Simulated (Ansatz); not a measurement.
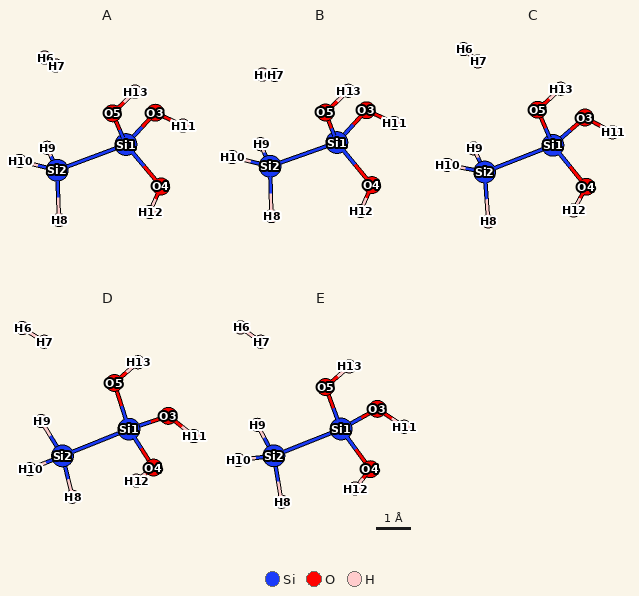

5 geometries from one relaxation of Si₂H₈O₃, in shuffled order. Style: ball-and-stick. Shown at a tilt.

The run prepares an end point of a later path (reaction) calculation, from a guessed geometry.

Theory: Ansatz 0.2.0, RKS CAM-B3LYP/def2-SVP. Set-up: no spin polarisation; force threshold 0.03 eV/Å; at most 50 steps.

Q: Order the frames from highest to lowest energy.

A: B, A, C, E, D. They are steps 0, 3, 6, 10, 19, at +0.282 eV, +0.079 eV, +0.056 eV, +0.021 eV relative to the last. The largest move after the best rigid fit is that of H6, 1.72 Å. By element the largest moves are H 1.72 Å, O 0.84 Å, Si 0.40 Å. Near-neighbour distances that change, for instance: Si1–Si2 2.258 → 2.332 Å, H6–H7 0.703 → 0.765 Å, Si2–H8 1.496 → 1.492 Å. Groups turn about Si1–Si2 by about 55°. After 19 geometry steps the energy has fallen by 0.282 eV. The largest force component goes from 2 to 0.015 eV/Å. The run took 63 s on 4 threads of Arm Neoverse N1, on a shared host, peak memory 0.36 GiB.

Limits of the set-up: the start holds two separate molecules, 2.4 Å apart at their closest, whose relative position is a soft coordinate and is computed without a dispersion correction.
